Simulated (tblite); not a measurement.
Run report: C₆H₁₀GeO, geometry relaxation (part 2 of 3)

Continued. System: C₆H₁₀GeO. Method: GFN2-xTB geometry optimisation, gas phase (tblite 0.8.0). It belongs to a series of runs on one base structure; here: H on Ge replaced by vinyl.

Geometry of the input (Å):
```
C  2.6185  0.5293  0.3687
C  2.4005  -0.3826  -0.5827
Ge 0.6520  -1.0878  -0.8966
C  -0.5865  0.3264  -1.2407
C  -1.3887  0.2693  0.0226
C  -2.3793  1.1488  0.2284
C  -1.0409  -0.7817  1.0462
O  -0.0569  -1.7082  0.6233
H  1.7911  0.9026  0.9708
H  3.6046  0.9165  0.5496
H  3.2349  -0.7538  -1.1671
H  0.6224  -2.1574  -2.0188
H  -0.0627  1.2914  -1.3276
H  -1.2088  0.0908  -2.1223
H  -2.9557  1.1263  1.1515
H  -2.6158  1.9099  -0.4955
H  -1.9609  -1.3456  1.3149
H  -0.6764  -0.2878  1.9704
```

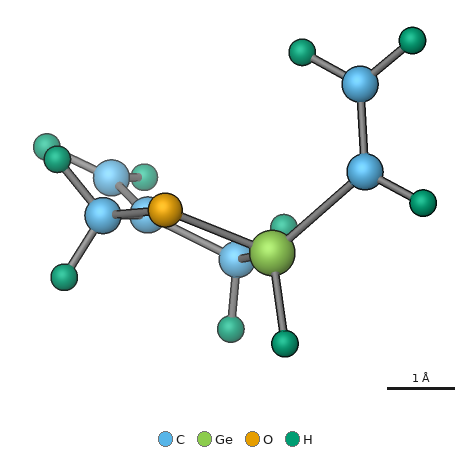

**Figure 1.** The geometry at step 104 of the log (ball-and-stick view, seen at a tilt).

## Trajectory as extended XYZ, continued
```
18
Properties=species:S:1:pos:R:3:forces:R:3 step=66 energy=-649.57317
C     2.8868    0.5232    0.3449   -0.0180  -0.0160  -0.0540
C     2.5814   -0.3880   -0.5625   -0.0420  -0.0190  -0.0240
Ge    0.7353   -0.9872   -0.9210    0.0520  -0.0070   0.0790
C    -0.7392    0.3141   -1.2485    0.0710  -0.0120  -0.0020
C    -1.5156    0.3135    0.0335   -0.0850   0.0020  -0.0140
C    -2.4452    1.2125    0.3036   -0.0490   0.0180   0.0220
C    -1.1703   -0.8040    0.9873    0.0070  -0.0660   0.0290
O     0.0111   -1.4841    0.6363   -0.0270  -0.0160   0.0460
H     2.1209    1.0074    0.9318    0.0020  -0.0050   0.0030
H     3.9032    0.8258    0.5473    0.0130   0.0010   0.0140
H     3.3585   -0.8694   -1.1412    0.0180   0.0460   0.0130
H     0.7746   -2.2223   -1.8101   -0.0240  -0.0260  -0.0130
H    -0.3817    1.3144   -1.4801    0.0300   0.0670  -0.0500
H    -1.3799   -0.0060   -2.0723    0.0330  -0.0320  -0.0170
H    -3.0213    1.1798    1.2104    0.0100   0.0290   0.0900
H    -2.6781    2.0032   -0.3864   -0.0410   0.0440  -0.0380
H    -1.9999   -1.5254    1.0204    0.0340   0.0040  -0.0390
H    -1.0495   -0.4012    2.0015    0.0160  -0.0130  -0.0430
18
Properties=species:S:1:pos:R:3:forces:R:3 step=72 energy=-649.58179
C     2.9252    0.5338    0.3223    0.0030  -0.0110   0.0260
C     2.5900   -0.3821   -0.5692    0.0210   0.0400  -0.0340
Ge    0.7398   -0.9782   -0.8752    0.0580  -0.0200   0.0330
C    -0.7479    0.3016   -1.2400    0.0090   0.0170   0.0190
C    -1.5326    0.3125    0.0392   -0.0510  -0.0150  -0.0240
C    -2.4379    1.2340    0.3165    0.0010   0.0420   0.0150
C    -1.2112   -0.8278    0.9754   -0.0070   0.0270  -0.0350
O     0.0463   -1.4025    0.7195    0.0210  -0.0610  -0.0420
H     2.1803    1.0110    0.9407    0.0110   0.0060   0.0030
H     3.9503    0.8328    0.4888   -0.0310   0.0160   0.0070
H     3.3558   -0.8466   -1.1750   -0.0070  -0.0170  -0.0230
H     0.7748   -2.2331   -1.7471   -0.0560   0.0000   0.0190
H    -0.4078    1.3060   -1.4852    0.0480   0.0150  -0.0440
H    -1.3778   -0.0405   -2.0642    0.0360  -0.0400   0.0050
H    -3.0077    1.2213    1.2292    0.0190   0.0090   0.0300
H    -2.6455    2.0338   -0.3737   -0.0550   0.0180   0.0060
H    -1.9943   -1.5927    0.8820    0.0120  -0.0470  -0.0080
H    -1.2084   -0.4769    2.0112   -0.0320   0.0210   0.0460
18
Properties=species:S:1:pos:R:3:forces:R:3 step=77 energy=-649.58876
C     2.9411    0.5416    0.3083    0.0140   0.0130  -0.0160
C     2.5952   -0.3686   -0.5847   -0.0030  -0.0100   0.0120
Ge    0.7452   -0.9829   -0.8312    0.0150   0.0290  -0.0170
C    -0.7417    0.2943   -1.2299    0.0070  -0.0190  -0.0110
C    -1.5465    0.3140    0.0374    0.0320  -0.0020   0.0080
C    -2.4248    1.2577    0.3309    0.0170  -0.0050   0.0000
C    -1.2432   -0.8451    0.9584   -0.0050  -0.0020   0.0050
O     0.0597   -1.3507    0.7791   -0.0110   0.0070  -0.0050
H     2.2088    1.0007    0.9547    0.0090  -0.0140   0.0010
H     3.9640    0.8610    0.4371    0.0150   0.0290   0.0360
H     3.3462   -0.8170   -1.2208   -0.0110   0.0060  -0.0100
H     0.7527   -2.2610   -1.6717   -0.0400   0.0050   0.0150
H    -0.3941    1.2944   -1.4863    0.0080  -0.0050  -0.0110
H    -1.3471   -0.0656   -2.0635   -0.0260  -0.0220  -0.0100
H    -2.9771    1.2591    1.2554    0.0030  -0.0330  -0.0060
H    -2.6362    2.0621   -0.3538    0.0110   0.0080   0.0140
H    -1.9712   -1.6470    0.7702   -0.0310   0.0110   0.0030
H    -1.3397   -0.5408    2.0054   -0.0040   0.0030  -0.0070
18
Properties=species:S:1:pos:R:3:forces:R:3 step=82 energy=-649.59033
C     2.9557    0.5449    0.3079   -0.0010  -0.0030   0.0240
C     2.6014   -0.3657   -0.5813    0.0070  -0.0020  -0.0080
Ge    0.7485   -0.9716   -0.8301   -0.0230  -0.0200   0.0170
C    -0.7458    0.2915   -1.2353   -0.0070   0.0060   0.0000
C    -1.5460    0.3146    0.0350   -0.0050   0.0130  -0.0110
C    -2.4225    1.2581    0.3334   -0.0080  -0.0050  -0.0020
C    -1.2478   -0.8457    0.9554   -0.0040   0.0050  -0.0090
O     0.0572   -1.3452    0.7788    0.0080  -0.0060   0.0080
H     2.2254    1.0063    0.9540   -0.0160   0.0050   0.0140
H     3.9792    0.8592    0.4479    0.0080   0.0040  -0.0160
H     3.3437   -0.8228   -1.2208    0.0180   0.0090  -0.0050
H     0.7417   -2.2515   -1.6651   -0.0060  -0.0060   0.0000
H    -0.4024    1.2905   -1.5019   -0.0230  -0.0020  -0.0100
H    -1.3553   -0.0810   -2.0618    0.0090  -0.0060   0.0080
H    -2.9749    1.2482    1.2578    0.0050  -0.0080  -0.0020
H    -2.6384    2.0664   -0.3454    0.0210   0.0040   0.0130
H    -1.9764   -1.6475    0.7644    0.0020   0.0150  -0.0100
H    -1.3520   -0.5423    2.0022    0.0160  -0.0010  -0.0120
18
Properties=species:S:1:pos:R:3:forces:R:3 step=88 energy=-649.59112
C     2.9580    0.5453    0.3085   -0.0070   0.0120  -0.0120
C     2.6049   -0.3632   -0.5840   -0.0060  -0.0020   0.0140
Ge    0.7494   -0.9749   -0.8192    0.0040   0.0030  -0.0090
C    -0.7439    0.2887   -1.2342    0.0050   0.0010  -0.0040
C    -1.5450    0.3162    0.0344   -0.0040  -0.0040  -0.0030
C    -2.4179    1.2617    0.3355    0.0150   0.0080   0.0070
C    -1.2537   -0.8481    0.9507    0.0040  -0.0040   0.0020
O     0.0578   -1.3375    0.7913    0.0000   0.0000  -0.0060
H     2.2273    0.9985    0.9610    0.0100  -0.0140   0.0060
H     3.9797    0.8729    0.4362   -0.0150  -0.0110  -0.0020
H     3.3462   -0.8097   -1.2330   -0.0070   0.0130   0.0070
H     0.7278   -2.2597   -1.6471    0.0100  -0.0020  -0.0010
H    -0.4070    1.2877   -1.5073    0.0010   0.0020  -0.0110
H    -1.3507   -0.0915   -2.0589   -0.0030  -0.0130   0.0040
H    -2.9696    1.2482    1.2600   -0.0040   0.0040   0.0030
H    -2.6239    2.0774   -0.3367   -0.0010   0.0070   0.0010
H    -1.9752   -1.6509    0.7397    0.0020  -0.0040   0.0030
H    -1.3730   -0.5549    1.9980   -0.0020   0.0040   0.0020
18
Properties=species:S:1:pos:R:3:forces:R:3 step=94 energy=-649.59152
C     2.9546    0.5476    0.3090    0.0040  -0.0110   0.0150
C     2.6019   -0.3622   -0.5820   -0.0010   0.0100  -0.0040
Ge    0.7491   -0.9767   -0.8188    0.0060   0.0010   0.0000
C    -0.7431    0.2872   -1.2364   -0.0040  -0.0080   0.0020
C    -1.5430    0.3173    0.0328   -0.0030  -0.0010   0.0020
C    -2.4115    1.2655    0.3386   -0.0040   0.0030  -0.0020
C    -1.2548   -0.8488    0.9482   -0.0010   0.0030  -0.0020
O     0.0575   -1.3368    0.7920    0.0000   0.0010  -0.0020
H     2.2285    0.9929    0.9713   -0.0040  -0.0010   0.0010
H     3.9766    0.8749    0.4310    0.0000   0.0090   0.0070
H     3.3450   -0.7992   -1.2347   -0.0060  -0.0040  -0.0100
H     0.7270   -2.2637   -1.6430    0.0110   0.0020  -0.0050
H    -0.4099    1.2852   -1.5175    0.0010  -0.0050  -0.0030
H    -1.3501   -0.1019   -2.0568   -0.0120  -0.0050  -0.0050
H    -2.9663    1.2476    1.2613    0.0100   0.0080   0.0090
H    -2.6174    2.0849   -0.3292    0.0070   0.0030  -0.0070
H    -1.9742   -1.6523    0.7341   -0.0060  -0.0020   0.0030
H    -1.3785   -0.5554    1.9951    0.0040  -0.0050   0.0020
18
Properties=species:S:1:pos:R:3:forces:R:3 step=99 energy=-649.59220
C     2.9518    0.5457    0.3203   -0.0020   0.0070  -0.0170
C     2.5983   -0.3544   -0.5805    0.0080  -0.0050   0.0000
Ge    0.7493   -0.9768   -0.8231   -0.0050   0.0020   0.0060
C    -0.7492    0.2795   -1.2417   -0.0070  -0.0080  -0.0160
C    -1.5422    0.3194    0.0316    0.0030  -0.0130  -0.0050
C    -2.4026    1.2740    0.3412    0.0110  -0.0140  -0.0040
C    -1.2565   -0.8487    0.9456    0.0060  -0.0110   0.0190
O     0.0549   -1.3394    0.7848   -0.0200  -0.0220   0.0090
H     2.2261    0.9827    0.9892    0.0060  -0.0100  -0.0070
H     3.9724    0.8803    0.4368   -0.0080  -0.0080   0.0200
H     3.3386   -0.7859   -1.2406    0.0010   0.0210   0.0000
H     0.7404   -2.2625   -1.6516    0.0050   0.0100   0.0060
H    -0.4188    1.2738   -1.5404   -0.0260  -0.0140   0.0070
H    -1.3620   -0.1255   -2.0508    0.0030   0.0140  -0.0030
H    -2.9566    1.2537    1.2648    0.0180   0.0300  -0.0040
H    -2.6005    2.0979   -0.3240   -0.0060  -0.0100   0.0070
H    -1.9799   -1.6521    0.7400    0.0180   0.0250  -0.0180
H    -1.3723   -0.5551    1.9935   -0.0030   0.0070  -0.0010
18
Properties=species:S:1:pos:R:3:forces:R:3 step=104 energy=-649.59464
C     2.9464    0.5470    0.3432   -0.0070   0.0200   0.0110
C     2.5864   -0.3250   -0.5816   -0.0030   0.0200  -0.0190
Ge    0.7486   -0.9774   -0.8086    0.0090  -0.0170   0.0020
C    -0.7732    0.2404   -1.2601    0.0000  -0.0080   0.0190
C    -1.5420    0.3191    0.0256    0.0070   0.0110   0.0050
C    -2.3549    1.3081    0.3555    0.0370   0.0150   0.0120
C    -1.2744   -0.8591    0.9325   -0.0070   0.0230  -0.0240
O     0.0458   -1.3331    0.7987    0.0340  -0.0220  -0.0190
H     2.2320    0.9275    1.0564   -0.0070   0.0070   0.0030
H     3.9579    0.9119    0.4396    0.0210  -0.0200   0.0180
H     3.3104   -0.7049   -1.2891    0.0250   0.0210   0.0000
H     0.7836   -2.2670   -1.6279   -0.0300  -0.0180   0.0030
H    -0.4679    1.2231   -1.6125   -0.0110   0.0330   0.0120
H    -1.3877   -0.2158   -2.0388   -0.0330  -0.0100  -0.0120
H    -2.8868    1.3138    1.2921    0.0220  -0.0040   0.0110
H    -2.5310    2.1486   -0.2949   -0.0010  -0.0390  -0.0380
H    -1.9808   -1.6624    0.6835   -0.0370  -0.0320   0.0110
H    -1.4212   -0.5884    1.9815   -0.0210   0.0190   0.0060
18
Properties=species:S:1:pos:R:3:forces:R:3 step=110 energy=-649.59974
C     2.9007    0.5487    0.3884   -0.0380  -0.0440  -0.0190
C     2.5599   -0.2734   -0.5893    0.0040  -0.0250  -0.0130
Ge    0.7472   -1.0004   -0.8299   -0.0270   0.0220  -0.0390
C    -0.7961    0.1911   -1.2888   -0.0590   0.0640  -0.0130
C    -1.5184    0.3159    0.0193   -0.0450   0.0180   0.0060
C    -2.2758    1.3442    0.3663    0.0010  -0.0680  -0.0480
C    -1.2695   -0.8632    0.9276   -0.0270   0.0050   0.0270
O     0.0271   -1.3940    0.7622    0.0110   0.0320  -0.0090
H     2.1837    0.8506    1.1382    0.0340  -0.0060  -0.0420
H     3.9013    0.9402    0.4945    0.0090   0.0080   0.0200
H     3.2865   -0.5822   -1.3321   -0.0230   0.0670   0.0690
H     0.8301   -2.2845   -1.6545   -0.0210  -0.0040   0.0180
H    -0.5137    1.1674   -1.6813   -0.0020  -0.0450  -0.0060
H    -1.4441   -0.2944   -2.0271    0.0780   0.0150   0.0590
H    -2.7858    1.3800    1.3168    0.0790   0.0120  -0.0600
H    -2.4459    2.1720   -0.3037    0.0080  -0.0270   0.0390
H    -2.0130   -1.6446    0.7138   -0.0080   0.0050  -0.0030
H    -1.3829   -0.5668    1.9747    0.0260  -0.0280   0.0150
18
Properties=species:S:1:pos:R:3:forces:R:3 step=116 energy=-649.60557
C     2.8450    0.5417    0.4398    0.0030   0.0040   0.0010
C     2.5183   -0.2142   -0.5941   -0.0050   0.0160   0.0210
Ge    0.7402   -1.0159   -0.8518   -0.0110  -0.0090   0.0070
C    -0.8282    0.1367   -1.3201    0.0040  -0.0090  -0.0220
C    -1.4974    0.3099    0.0072   -0.0130   0.0140  -0.0080
C    -2.1782    1.3824    0.3718    0.0140   0.0040  -0.0070
C    -1.2722   -0.8711    0.9174    0.0040   0.0070   0.0100
O     0.0063   -1.4392    0.7282    0.0090   0.0090  -0.0090
H     2.1433    0.7387    1.2348   -0.0300  -0.0130  -0.0030
H     3.8227    0.9872    0.5492    0.0150  -0.0110   0.0010
H     3.2398   -0.4026   -1.3775    0.0020   0.0010  -0.0030
H     0.8697   -2.3040   -1.6599   -0.0120   0.0000   0.0000
H    -0.5782    1.0907   -1.7800   -0.0210  -0.0210   0.0090
H    -1.4822   -0.4145   -2.0012    0.0010   0.0210   0.0020
H    -2.6288    1.4667    1.3464    0.0050  -0.0140  -0.0100
H    -2.3274    2.2108   -0.2994   -0.0040   0.0250  -0.0080
H    -2.0467   -1.6267    0.7184    0.0380  -0.0150   0.0060
H    -1.3546   -0.5701    1.9658    0.0020  -0.0110   0.0120
18
Properties=species:S:1:pos:R:3:forces:R:3 step=121 energy=-649.60669
C     2.8142    0.5402    0.4645   -0.0020  -0.0240  -0.0100
C     2.4945   -0.1840   -0.5940    0.0000   0.0050  -0.0020
Ge    0.7361   -1.0273   -0.8621    0.0070   0.0100  -0.0130
C    -0.8421    0.1077   -1.3361   -0.0180   0.0110   0.0000
C    -1.4853    0.3083    0.0004    0.0000  -0.0160  -0.0030
C    -2.1279    1.4023    0.3702    0.0060   0.0010   0.0000
C    -1.2685   -0.8716    0.9159    0.0150  -0.0050  -0.0050
O    -0.0002   -1.4597    0.7120    0.0100   0.0130   0.0220
H     2.1163    0.6798    1.2747   -0.0150   0.0050   0.0120
H     3.7816    1.0074    0.5778   -0.0080  -0.0040   0.0110
H     3.2101   -0.3178   -1.3938    0.0020  -0.0050  -0.0060
H     0.8875   -2.3142   -1.6673   -0.0060   0.0030   0.0070
H    -0.6082    1.0524   -1.8209    0.0050   0.0040   0.0040
H    -1.5057   -0.4592   -1.9938   -0.0090  -0.0060   0.0080
H    -2.5554    1.5005    1.3537   -0.0070   0.0040   0.0000
H    -2.2693    2.2328   -0.3011    0.0040  -0.0060   0.0030
H    -2.0516   -1.6207    0.7288    0.0120  -0.0060  -0.0050
H    -1.3349   -0.5707    1.9661    0.0040   0.0150  -0.0210
18
Properties=species:S:1:pos:R:3:forces:R:3 step=126 energy=-649.60748
C     2.7973    0.5319    0.4779   -0.0140   0.0320   0.0160
C     2.4810   -0.1667   -0.5979   -0.0140  -0.0130  -0.0160
Ge    0.7333   -1.0275   -0.8695   -0.0040  -0.0010   0.0070
C    -0.8552    0.0945   -1.3452    0.0200  -0.0150   0.0010
C    -1.4810    0.3045   -0.0033    0.0020   0.0070   0.0010
C    -2.0978    1.4118    0.3705   -0.0270  -0.0020   0.0040
C    -1.2634   -0.8741    0.9133   -0.0060   0.0160  -0.0050
O     0.0073   -1.4566    0.7129    0.0220   0.0190  -0.0290
H     2.0987    0.6492    1.2917   -0.0010  -0.0190   0.0040
H     3.7581    1.0098    0.5987    0.0090  -0.0030   0.0120
H     3.1929   -0.2722   -1.4045    0.0210  -0.0100  -0.0130
H     0.8958   -2.3196   -1.6621   -0.0070  -0.0050  -0.0060
H    -0.6270    1.0356   -1.8394   -0.0060  -0.0050  -0.0070
H    -1.5242   -0.4825   -1.9882    0.0000   0.0000  -0.0020
H    -2.5170    1.5209    1.3562    0.0020   0.0040   0.0120
H    -2.2337    2.2414   -0.3032    0.0060  -0.0080   0.0020
H    -2.0434   -1.6264    0.7266    0.0080   0.0000   0.0030
H    -1.3303   -0.5677    1.9609   -0.0110   0.0030   0.0160
18
Properties=species:S:1:pos:R:3:forces:R:3 step=132 energy=-649.60814
C     2.7962    0.5303    0.4800    0.0050  -0.0110   0.0020
C     2.4830   -0.1626   -0.6010    0.0080   0.0010   0.0020
Ge    0.7350   -1.0205   -0.8720   -0.0230  -0.0010  -0.0050
C    -0.8616    0.0909   -1.3465    0.0060  -0.0030  -0.0090
C    -1.4835    0.3053   -0.0036   -0.0070   0.0020  -0.0010
C    -2.0981    1.4138    0.3710    0.0170  -0.0050   0.0020
C    -1.2609   -0.8721    0.9115   -0.0030  -0.0050   0.0130
O     0.0191   -1.4372    0.7167    0.0070   0.0060   0.0100
H     2.0963    0.6374    1.2940   -0.0050  -0.0010  -0.0020
H     3.7589    1.0027    0.6095   -0.0040   0.0020   0.0050
H     3.1973   -0.2674   -1.4059    0.0090   0.0020  -0.0070
H     0.8881   -2.3167   -1.6612    0.0020  -0.0010  -0.0030
H    -0.6429    1.0298   -1.8485    0.0000   0.0060  -0.0110
H    -1.5303   -0.4948   -1.9823    0.0050   0.0010   0.0000
H    -2.5120    1.5284    1.3585    0.0010  -0.0050  -0.0040
H    -2.2246    2.2434   -0.3039   -0.0230   0.0080  -0.0010
H    -2.0289   -1.6350    0.7194   -0.0030   0.0050  -0.0090
H    -1.3398   -0.5693    1.9593    0.0070   0.0010   0.0170
18
Properties=species:S:1:pos:R:3:forces:R:3 step=138 energy=-649.60869
C     2.8023    0.5227    0.4790   -0.0050  -0.0060  -0.0070
C     2.4938   -0.1727   -0.6020    0.0080  -0.0040  -0.0010
Ge    0.7358   -1.0123   -0.8786    0.0140   0.0040   0.0060
C    -0.8615    0.1003   -1.3469   -0.0020   0.0000   0.0040
C    -1.4873    0.3075   -0.0038    0.0060   0.0090  -0.0010
C    -2.1162    1.4080    0.3703   -0.0130  -0.0020  -0.0060
C    -1.2517   -0.8645    0.9158    0.0070   0.0030  -0.0050
O     0.0307   -1.4215    0.7172    0.0080  -0.0060   0.0000
H     2.0896    0.6479    1.2793    0.0050  -0.0040   0.0020
H     3.7699    0.9818    0.6215   -0.0140  -0.0050  -0.0030
H     3.2177   -0.2961   -1.3960   -0.0030   0.0020   0.0030
H     0.8772   -2.3094   -1.6714    0.0010   0.0090   0.0070
H    -0.6470    1.0418   -1.8466    0.0050  -0.0010   0.0040
H    -1.5252   -0.4856   -1.9874   -0.0120  -0.0030   0.0020
H    -2.5321    1.5154    1.3578    0.0040   0.0000  -0.0010
H    -2.2618    2.2341   -0.3053   -0.0040   0.0050   0.0000
H    -2.0161   -1.6322    0.7287   -0.0050   0.0000   0.0000
H    -1.3267   -0.5588    1.9636   -0.0010   0.0000  -0.0040
18
Properties=species:S:1:pos:R:3:forces:R:3 step=143 energy=-649.60882
C     2.7960    0.5191    0.4812    0.0030   0.0010   0.0030
C     2.4935   -0.1738   -0.6029   -0.0040   0.0030   0.0010
Ge    0.7364   -1.0124   -0.8826    0.0030  -0.0030  -0.0020
C    -0.8619    0.0998   -1.3484    0.0010   0.0020   0.0020
C    -1.4848    0.3087   -0.0045    0.0040  -0.0010   0.0020
C    -2.1174    1.4076    0.3683    0.0000   0.0020   0.0020
C    -1.2459   -0.8618    0.9168    0.0000   0.0010   0.0000
O     0.0332   -1.4246    0.7125   -0.0040   0.0030   0.0010
H     2.0810    0.6408    1.2801    0.0010  -0.0080  -0.0040
H     3.7617    0.9796    0.6286    0.0020   0.0020   0.0000
H     3.2200   -0.2928   -1.3950   -0.0010   0.0000   0.0010
H     0.8779   -2.3079   -1.6756    0.0020  -0.0040  -0.0010
H    -0.6467    1.0409   -1.8483    0.0010   0.0020  -0.0020
H    -1.5283   -0.4855   -1.9871   -0.0030  -0.0010   0.0030
H    -2.5295    1.5154    1.3573   -0.0030   0.0000  -0.0010
H    -2.2661    2.2335   -0.3071   -0.0040  -0.0050  -0.0010
H    -2.0144   -1.6275    0.7376    0.0000   0.0020  -0.0030
H    -1.3135   -0.5527    1.9641   -0.0010   0.0020   0.0000
```

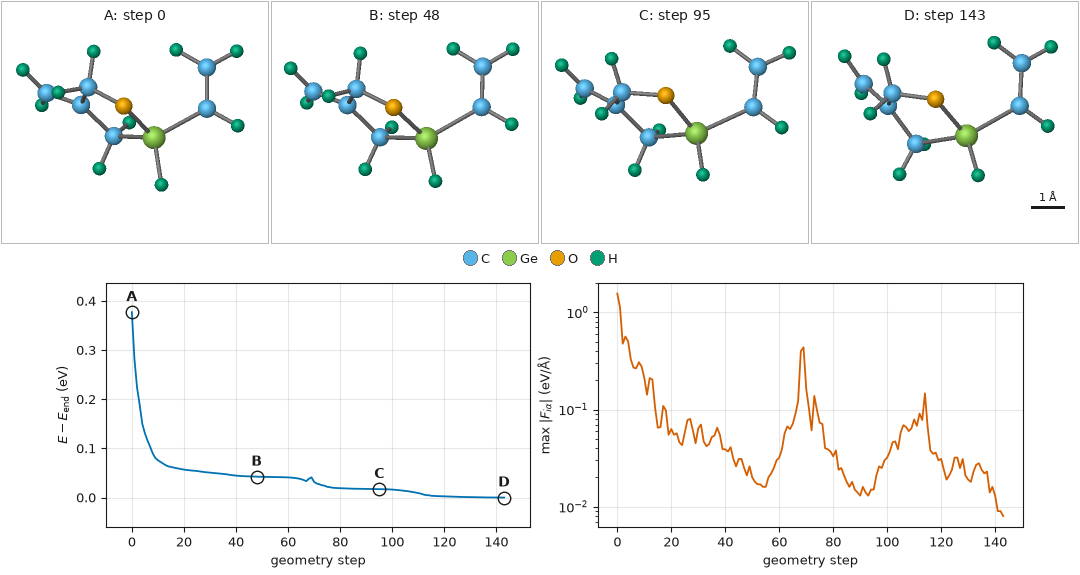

**Figure 2.** Frames of the relaxation (ball-and-stick view, seen on its broad side) above the curves, on which the letters mark them (steps are counted from 0).
